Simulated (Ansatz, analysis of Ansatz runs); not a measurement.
# SrLa2S4 (I-42d), nudged elastic band: H turning about S (q = +1), part 3 of 4

Aim: the barrier of one jump in SrLa2S4 (I-42d) at charge +1: H turning about S. The model is a cell of 112 host atoms with 1 H put in; H is the atom that moves.

Ansatz 0.2.0; plane-wave PAW DFT, PBEsol; nudged elastic band between two relaxed defect structures at fixed charge in a uniform background.

So far: Set-up; Relaxation of the start point, charge +1; Relaxation of the end point, charge +1.

## 4. Nudged elastic band, charge +1

3 movable images are laid between the ends on a pair-potential path, which keeps atoms from colliding in the first guess. Each image feels the true force across the path and a spring force along it. The highest image is set to climb to the top of the path.

This step: plane-wave PAW DFT, PBEsol; nudged elastic band between two relaxed defect structures at fixed charge in a uniform background.

qp1_c112k1s.neb/input.yaml

```yaml
crystal:
  lattice:
    - [-8.68134836, 8.68134836, 8.65211018]
    - [8.68134836, -8.68134836, 8.65211018]
    - [8.68134836, 8.68134836, -8.65211018]
  atoms:
    - { symbol: Sr, position: [0.24951797, 0.24938544, 0.00061033] }
    - { symbol: Sr, position: [0.12415303, 0.37367834, 0.24882796] }
    - { symbol: La, position: [0.00192029, 0.31207673, 0.43929869] }
    - { symbol: La, position: [0.43784885, 0.49753149, 0.31060507] }
    - { symbol: La, position: [0.37274053, 0.06237613, 0.06026024] }
    - { symbol: La, position: [0.18731719, 0.12687552, 0.18978115] }
    - { symbol: S, position: [0.0587608, 0.18287619, 0.0470459] }
    - { symbol: S, position: [0.38727719, 0.26131507, 0.20314447] }
    - { symbol: S, position: [0.31713479, 0.36365074, 0.37672683] }
    - { symbol: S, position: [0.23838601, 0.44087221, 0.12648591] }
    - { symbol: S, position: [0.13621576, 0.0119865, 0.4527152] }
    - { symbol: S, position: [0.4881541, 0.44068079, 0.1249928] }
    - { symbol: S, position: [0.31673129, 0.11502863, 0.37586747] }
    - { symbol: S, position: [0.05834298, 0.18362288, 0.29698672] }
    - { symbol: Sr, position: [0.24709136, 0.24851576, 0.4994113] }
    - { symbol: Sr, position: [0.12317431, 0.37422876, 0.74993784] }
    - { symbol: La, position: [0.0020662, 0.31230838, 0.93982806] }
    - { symbol: La, position: [0.43183408, 0.49490668, 0.81587652] }
    - { symbol: La, position: [0.37284258, 0.06330716, 0.5607325] }
    - { symbol: La, position: [0.18698228, 0.12675821, 0.68985867] }
    - { symbol: S, position: [0.05910368, 0.18406143, 0.5476679] }
    - { symbol: S, position: [0.3863949, 0.26265799, 0.70320574] }
    - { symbol: S, position: [0.31427073, 0.36268922, 0.8776253] }
    - { symbol: S, position: [0.24031859, 0.44222516, 0.62623485] }
    - { symbol: S, position: [0.13651891, 0.01146638, 0.95260222] }
    - { symbol: S, position: [0.48973512, 0.44246541, 0.62674764] }
    - { symbol: S, position: [0.31598202, 0.11327626, 0.87494272] }
    - { symbol: S, position: [0.05839651, 0.18397134, 0.79740035] }
    - { symbol: Sr, position: [0.24919993, 0.74985734, 0.00062062] }
    - { symbol: Sr, position: [0.12496558, 0.87522921, 0.25038771] }
    - { symbol: La, position: [0.00237185, 0.81245132, 0.43965555] }
    - { symbol: La, position: [0.43727836, 0.99763941, 0.31100068] }
    - { symbol: La, position: [0.37206226, 0.56311806, 0.0628964] }
    - { symbol: La, position: [0.18673748, 0.62738003, 0.1899925] }
    - { symbol: S, position: [0.05861871, 0.68389434, 0.04726915] }
    - { symbol: S, position: [0.3865608, 0.76184524, 0.20335202] }
    - { symbol: S, position: [0.31619152, 0.86428182, 0.37612953] }
    - { symbol: S, position: [0.23905665, 0.94178193, 0.12638833] }
    - { symbol: S, position: [0.13610067, 0.51140259, 0.45192353] }
    - { symbol: S, position: [0.48820914, 0.94081779, 0.12512392] }
    - { symbol: S, position: [0.31537928, 0.61336633, 0.37460732] }
    - { symbol: S, position: [0.05878262, 0.68415054, 0.29724134] }
    - { symbol: Sr, position: [0.25001392, 0.75108436, 0.50038936] }
    - { symbol: Sr, position: [0.1260835, 0.87536618, 0.7500384] }
    - { symbol: La, position: [0.00349969, 0.81296352, 0.94057646] }
    - { symbol: La, position: [0.43776732, 0.99787348, 0.81035174] }
    - { symbol: La, position: [0.36760863, 0.56236725, 0.55513169] }
    - { symbol: La, position: [0.18794653, 0.62725, 0.69023665] }
    - { symbol: S, position: [0.0604705, 0.68388145, 0.54741458] }
    - { symbol: S, position: [0.3879436, 0.76109183, 0.70338176] }
    - { symbol: S, position: [0.31669211, 0.86344539, 0.87586943] }
    - { symbol: S, position: [0.23901786, 0.94187463, 0.62578132] }
    - { symbol: S, position: [0.13618533, 0.51187668, 0.95327549] }
    - { symbol: S, position: [0.48822271, 0.9411428, 0.62463176] }
    - { symbol: S, position: [0.31515256, 0.61298113, 0.87552315] }
    - { symbol: S, position: [0.05916993, 0.68407665, 0.79738599] }
    - { symbol: Sr, position: [0.7500148, 0.24952319, -0.00035109] }
    - { symbol: Sr, position: [0.62562375, 0.37490687, 0.24922874] }
    - { symbol: La, position: [0.50383962, 0.31052457, 0.43670855] }
    - { symbol: La, position: [0.93747344, 0.49737878, 0.30925774] }
    - { symbol: La, position: [0.87227226, 0.06143749, 0.05943255] }
    - { symbol: La, position: [0.68821723, 0.12711715, 0.1895356] }
    - { symbol: S, position: [0.55945517, 0.18298797, 0.04718195] }
    - { symbol: S, position: [0.8867127, 0.26049041, 0.20182678] }
    - { symbol: S, position: [0.81636015, 0.36291909, 0.37462754] }
    - { symbol: S, position: [0.7382368, 0.44087613, 0.12464266] }
    - { symbol: S, position: [0.63618007, 0.01214974, 0.45291315] }
    - { symbol: S, position: [0.98795006, 0.44062102, 0.1245388] }
    - { symbol: S, position: [0.81562404, 0.11262063, 0.37395306] }
    - { symbol: S, position: [0.55916867, 0.18397299, 0.29731204] }
    - { symbol: Sr, position: [0.7507641, 0.24971899, 0.50004509] }
    - { symbol: Sr, position: [0.62683183, 0.37516206, 0.75217239] }
    - { symbol: La, position: [0.50246162, 0.31178996, 0.94044317] }
    - { symbol: La, position: [0.93769959, 0.49785783, 0.81022936] }
    - { symbol: La, position: [0.87276002, 0.06238229, 0.56028652] }
    - { symbol: La, position: [0.68756815, 0.12741682, 0.68955765] }
    - { symbol: S, position: [0.55962634, 0.18525803, 0.54789806] }
    - { symbol: S, position: [0.88678669, 0.26145549, 0.70264659] }
    - { symbol: S, position: [0.81667734, 0.3638171, 0.87569409] }
    - { symbol: S, position: [0.73890743, 0.44136287, 0.62449329] }
    - { symbol: S, position: [0.63570544, 0.00974911, 0.95162755] }
    - { symbol: S, position: [0.98855507, 0.44067942, 0.62423861] }
    - { symbol: S, position: [0.81558883, 0.11276965, 0.87413383] }
    - { symbol: S, position: [0.5586743, 0.18444577, 0.79743438] }
    - { symbol: Sr, position: [0.75184741, 0.74958192, 0.00156046] }
    - { symbol: Sr, position: [0.62518164, 0.87503737, 0.25094082] }
    - { symbol: La, position: [0.5020762, 0.8126836, 0.439759] }
    - { symbol: La, position: [0.93699206, 0.99735541, 0.31005492] }
    - { symbol: La, position: [0.87290433, 0.56238881, 0.06043145] }
    - { symbol: La, position: [0.68721499, 0.62689609, 0.18973201] }
    - { symbol: S, position: [0.55798941, 0.68339199, 0.04745168] }
    - { symbol: S, position: [0.88673667, 0.76094432, 0.20277389] }
    - { symbol: S, position: [0.8160486, 0.86330998, 0.37524192] }
    - { symbol: S, position: [0.73750034, 0.93950737, 0.12428769] }
    - { symbol: S, position: [0.63739543, 0.51176358, 0.45205452] }
    - { symbol: S, position: [0.98784157, 0.94031514, 0.12413287] }
    - { symbol: S, position: [0.81625075, 0.61288393, 0.37420574] }
    - { symbol: S, position: [0.55841403, 0.68408841, 0.29778481] }
    - { symbol: Sr, position: [0.7505693, 0.75054315, 0.4988407] }
    - { symbol: Sr, position: [0.62576181, 0.87625995, 0.7484902] }
    - { symbol: La, position: [0.5010745, 0.8142264, 0.94320042] }
    - { symbol: La, position: [0.93795049, 0.99799493, 0.81012043] }
    - { symbol: La, position: [0.87464355, 0.56163895, 0.55884746] }
    - { symbol: La, position: [0.69583407, 0.62985391, 0.68682832] }
    - { symbol: S, position: [0.55886909, 0.68251496, 0.54798611] }
    - { symbol: S, position: [0.88977757, 0.76204523, 0.70145647] }
    - { symbol: S, position: [0.81540141, 0.86207153, 0.87362117] }
    - { symbol: S, position: [0.73846129, 0.9406936, 0.6249344] }
    - { symbol: S, position: [0.63480636, 0.51172256, 0.95184321] }
    - { symbol: S, position: [0.98828915, 0.94077671, 0.62432243] }
    - { symbol: S, position: [0.81496696, 0.61301213, 0.87295924] }
    - { symbol: S, position: [0.55913553, 0.68223759, 0.79716804] }
    - { symbol: H, position: [0.53077057, 0.56231987, 0.7182759] }
total_charge: 1
basis:
  ecutwfc: 420
  xc_grid: 2
hamiltonian:
  xc: pbesol
kpoints:
  mp_grid: { grid: [1, 1, 1], shift: [0.25, 0.25, 0.25] }
scf:
  occupations: { method: fixed }
  max_iter: 120
output:
  forces: true
neb:
  images: 3
  f_tol: 0.04
  climbing: true
  initial_path: idpp
  max_iterations: 45
  order_check: false
  final_atoms:
    - { symbol: Sr, position: [0.2502238, 0.25001153, 0.00125353] }
    - { symbol: Sr, position: [0.12323554, 0.37563565, 0.2495647] }
[... 6 atom lines left out ...]
    - { symbol: S, position: [0.317747, 0.36550596, 0.37840534] }
[... 5 atom lines left out ...]
    - { symbol: Sr, position: [0.24443761, 0.24434065, 0.50001415] }
[... 2 atom lines left out ...]
    - { symbol: La, position: [0.43502008, 0.49826209, 0.81243991] }
[... 5 atom lines left out ...]
    - { symbol: S, position: [0.23968694, 0.44119398, 0.62449068] }
[... 1 atom line left out ...]
    - { symbol: S, position: [0.48727596, 0.43930742, 0.62170913] }
[... 20 atom lines left out ...]
    - { symbol: La, position: [0.37113802, 0.57121646, 0.56358037] }
[... 11 atom lines left out ...]
    - { symbol: La, position: [0.50772464, 0.30747909, 0.43641582] }
[... 12 atom lines left out ...]
    - { symbol: Sr, position: [0.62617199, 0.37354081, 0.75043313] }
[... 31 atom lines left out ...]
    - { symbol: La, position: [0.69034726, 0.62983717, 0.68903713] }
    - { symbol: S, position: [0.55866104, 0.68344864, 0.547536] }
[... 6 atom lines left out ...]
    - { symbol: S, position: [0.55717298, 0.68234775, 0.79578502] }
    - { symbol: H, position: [0.40218142, 0.40204425, 0.50016196] }
```

Run with:

```bash
$ ansatz run input.yaml --threads 32 --pin off --max-ram 84787MiB --backend cuda --events-out ev --progress --plain --runs-dir out --max-vram 78GiB
```

Numbers of over 12 decimals in the logs are rounded to 6 here.

Log:

```text
[...]
Warning: neb: disabling space-group detection — the band's intermediate images generally break the endpoint symmetry, so the full k-mesh is solved, and no spatial operation symmetrises the density, except that a semilocal band can use its path's symmetry [...]
[...]
parallel-image band execution: 3 concurrent image workers
NEB image 0
[...]
Crystal: 113 atoms, lattice volume = 2608.293 Å³
Basis set: ecut = 420 eV, 50805 PW (Γ), exchange–correlation on 216×216×216 points (8 copies of the dense FFT grid, shifted against one another)
Bands: 561, of which v1, the nominal top of the filled ones, is band 448 counted from 1 (447 counted from 0)
Symmetry: 1 space group operations
k-points: 1
[...]
SCF iter   1: F=—  HF=-309946.904751 eV  |F-HF|=—  |Δ(HF+E_count)|=         —  Δρ=5.58e-3  dr2=1.25e0  ethr=1.77e-3  ⟨swp⟩=6.0  Hψ=2116  notcnv=0  defer=99
[...]
SCF iter   2: F=—  HF=-309946.664836 eV  |F-HF|=—  |Δ(HF+E_count)|=   2.40e-1  Δρ=2.06e-3  dr2=1.02e-1  ethr=1.39e-4  ⟨swp⟩=4.0  Hψ=866  notcnv=0  defer=111
[...]
SCF iter   8: F=-309946.666971 eV  HF=-309946.666971 eV  |F-HF|=1.05e-8  |Δ(HF+E_count)|=   1.31e-7  Δρ=9.99e-7  dr2=4.16e-8  ethr=1.12e-11  ⟨swp⟩=3.0  Hψ=2361  notcnv=0
SCF 1 converged in 8 iterations: F = -309946.666971 eV  dr2 = 4.16e-8
[...]
NSCF: frozen V_eff on 1 k-points
NEB image 4
[...]
SCF 2 converged in 8 iterations: F = -309946.703944 eV  dr2 = 4.25e-8
[...]
NEB end point (image 0): max|allowed force component| = 5.631e-3 eV/Å (the criterion of neb.relax_end_points is 1.000e-2)
[...]
SCF 3 converged in 8 iterations: F = -309946.202868 eV  dr2 = 4.46e-8
[...]
SCF 5 converged in 8 iterations: F = -309946.161117 eV  dr2 = 3.89e-8
[...]
SCF 7 converged in 8 iterations: F = -309945.633598 eV  dr2 = 2.71e-8
[...]
SCF 9 converged in 7 iterations: F = -309946.451905 eV  dr2 = 4.82e-8
[...]
SCF 11 converged in 7 iterations: F = -309946.434601 eV  dr2 = 3.56e-8
[...]
SCF 13 converged in 7 iterations: F = -309946.274235 eV  dr2 = 8.44e-9
[...]
SCF 15 converged in 6 iterations: F = -309946.474297 eV  dr2 = 6.42e-8
[...]
SCF 17 converged in 7 iterations: F = -309946.512278 eV  dr2 = 1.48e-8
[...]
SCF 19 converged in 7 iterations: F = -309946.401244 eV  dr2 = 2.09e-8
[...]
SCF 21 converged in 6 iterations: F = -309946.526825 eV  dr2 = 6.59e-8
[...]
SCF 23 converged in 7 iterations: F = -309946.550970 eV  dr2 = 1.89e-8
[...]
SCF 25 converged in 6 iterations: F = -309946.408592 eV  dr2 = 8.20e-8
[...]
SCF 27 converged in 5 iterations: F = -309946.540422 eV  dr2 = 2.38e-8
[...]
SCF 29 converged in 6 iterations: F = -309946.563681 eV  dr2 = 4.29e-8
[...]
SCF 31 converged in 5 iterations: F = -309946.412334 eV  dr2 = 6.59e-8
[...]
SCF converged after 5 iterations
[...]
- { symbol: S, position: [0.058919, 0.684206, 0.797396] }
    - { symbol: Sr, position: [0.750079, 0.249518, -0.000267] }
    - { symbol: Sr, position: [0.625112, 0.374808, 0.249274] }
    - { symbol: La, position: [0.503169, 0.307803, 0.434996] }
    - { symbol: La, position: [0.936131, 0.497331, 0.308837] }
    - { symbol: La, position: [0.872000, 0.061505, 0.059224] }
    - { symbol: La, position: [0.687175, 0.125934, 0.188472] }
    - { symbol: S, position: [0.559153, 0.183284, 0.047162] }
    - { symbol: S, position: [0.886202, 0.260602, 0.201797] }
    - { symbol: S, position: [0.815707, 0.362740, 0.374617] }
    - { symbol: S, position: [0.737852, 0.440643, 0.124501] }
    - { symbol: S, position: [0.635986, 0.011331, 0.452636] }
    - { symbol: S, position: [0.988284, 0.440837, 0.125051] }
    - { symbol: S, position: [0.814992, 0.112188, 0.373497] }
    - { symbol: S, position: [0.559290, 0.183022, 0.296653] }
    - { symbol: Sr, position: [0.750629, 0.249331, 0.500160] }
    - { symbol: Sr, position: [0.632186, 0.374402, 0.755969] }
    - { symbol: La, position: [0.502311, 0.312300, 0.940248] }
    - { symbol: La, position: [0.938757, 0.497942, 0.810639] }
    - { symbol: La, position: [0.872276, 0.061651, 0.559962] }
    - { symbol: La, position: [0.687634, 0.125958, 0.689459] }
    - { symbol: S, position: [0.560058, 0.184893, 0.547894] }
    - { symbol: S, position: [0.886732, 0.260812, 0.702420] }
    - { symbol: S, position: [0.819196, 0.363739, 0.877148] }
    - { symbol: S, position: [0.738866, 0.441359, 0.625683] }
    - { symbol: S, position: [0.635532, 0.010347, 0.951257] }
    - { symbol: S, position: [0.987969, 0.440410, 0.624222] }
    - { symbol: S, position: [0.815642, 0.112256, 0.874054] }
    - { symbol: S, position: [0.559071, 0.184359, 0.797436] }
    - { symbol: Sr, position: [0.748450, 0.748069, -0.001965] }
    - { symbol: Sr, position: [0.624391, 0.874340, 0.249746] }
    - { symbol: La, position: [0.501737, 0.812144, 0.439604] }
    - { symbol: La, position: [0.935574, 0.996358, 0.308775] }
    - { symbol: La, position: [0.873507, 0.563166, 0.061367] }
    - { symbol: La, position: [0.686803, 0.626660, 0.189206] }
    - { symbol: S, position: [0.557973, 0.683115, 0.046890] }
    - { symbol: S, position: [0.885687, 0.760948, 0.201612] }
    - { symbol: S, position: [0.815320, 0.862784, 0.374881] }
    - { symbol: S, position: [0.737249, 0.939341, 0.123572] }
    - { symbol: S, position: [0.636803, 0.511049, 0.453606] }
    - { symbol: S, position: [0.987747, 0.940324, 0.123988] }
    - { symbol: S, position: [0.814987, 0.612413, 0.374040] }
    - { symbol: S, position: [0.557907, 0.683441, 0.297670] }
    - { symbol: Sr, position: [0.749393, 0.749436, 0.498756] }
    - { symbol: Sr, position: [0.624361, 0.873556, 0.748887] }
    - { symbol: La, position: [0.501678, 0.811938, 0.939102] }
    - { symbol: La, position: [0.937772, 0.997983, 0.810146] }
    - { symbol: La, position: [0.873664, 0.561036, 0.558702] }
    - { symbol: La, position: [0.698550, 0.631894, 0.691159] }
    - { symbol: S, position: [0.557000, 0.679550, 0.547958] }
    - { symbol: S, position: [0.889318, 0.762079, 0.702032] }
    - { symbol: S, position: [0.816169, 0.862185, 0.874185] }
    - { symbol: S, position: [0.737558, 0.939199, 0.624692] }
    - { symbol: S, position: [0.635569, 0.511414, 0.952113] }
    - { symbol: S, position: [0.987908, 0.940672, 0.624221] }
    - { symbol: S, position: [0.816281, 0.613047, 0.874175] }
    - { symbol: S, position: [0.555656, 0.677634, 0.791065] }
    - { symbol: H, position: [0.507079, 0.525476, 0.637903] }
```

It took 36 s on 1 × NVIDIA GB200 with 32 threads of Arm Neoverse V2, shared host; peak memory 3.9 GiB; 2.3 min of CPU time.

Reading the cycles: dr2 is the Hartree energy of the density residual (eV), the measure of convergence; HF is the Harris–Foulkes estimate of the energy, which meets the free energy F at convergence.

The path, image by image:

| image | path (Å) | energy (eV) | H113: x, y, z (Å) |
| --- | --- | --- | --- |
| 0 | 0.000 | 0.0000 | 6.509, 5.962, 3.243 |
| 1 | 0.552 | 0.1220 | 6.143, 5.630, 3.280 |
| 2 | 1.104 | 0.2546 | 5.698, 5.378, 3.415 |
| 3 | 2.273 | 0.1007 | 4.647, 4.945, 3.537 |
| 4 | 3.443 | -0.0370 | 4.341, 4.343, 2.631 |

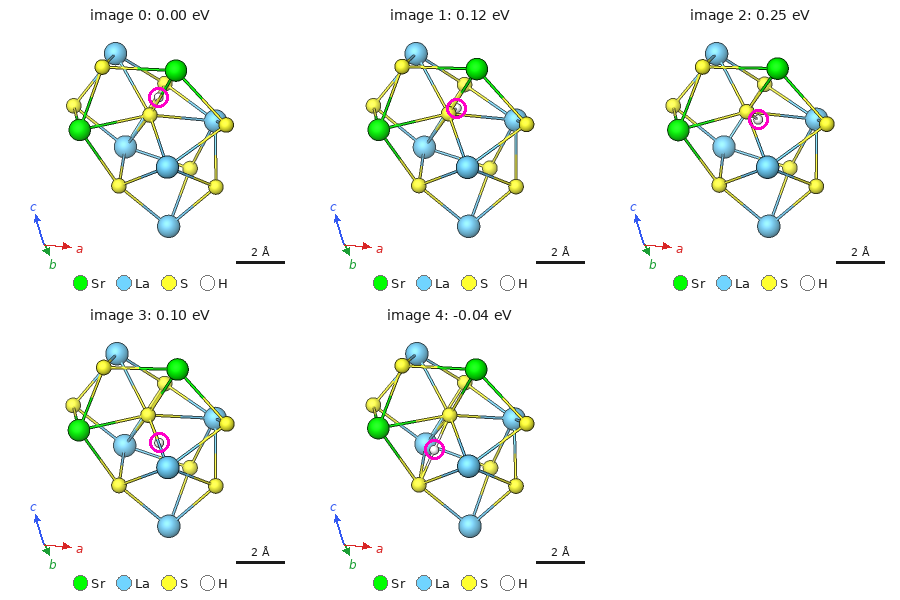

Images along the path; H113 is ringed.

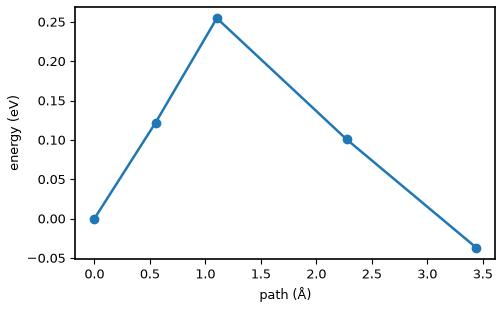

Energy along the path.

Numbers from this step:

* free energy: -309946.4123 eV
* barrier forward: 0.2546 eV
* barrier backward: 0.2916 eV
* end less start: -0.03697 eV
* hop length: 2.774 Å

Track of the atom that was set to move:

| image | x (Å) | y (Å) | z (Å) | nearest neighbour | distance (Å) |
| --- | --- | --- | --- | --- | --- |
| 0 | 6.509 | 5.962 | 3.243 | S | 1.6 |
| 1 | 6.143 | 5.63 | 3.28 | S | 1.444 |
| 2 | 5.698 | 5.378 | 3.415 | S | 1.378 |
| 3 | 4.647 | 4.945 | 3.537 | S | 1.401 |
| 4 | 4.341 | 4.343 | 2.631 | S | 1.604 |

The band met its tolerance of 0.04 eV/Å after 10 iterations, with image 2 on top (the start counts as 0). H113, which moves farthest between the ends, has 2 S at 1.60 Å nearest at the start and 1 S at 1.38 Å at the top. In at least one step between neighbouring images a covalent bond changes partner or an atom goes far. The images sample such a step coarsely, so the top may lie higher.

(Part 3 of 4 ends here.)

[Logs are printed without paths, hosts, clocks, repeated set-up lines and the standing remarks that a program may print on its own settings, such as how far it seeks lower states.]

[Hosts, paths, dates, database ids (printed as entryN), source tags and the programs' standing remarks are cut or masked in the printed files.]
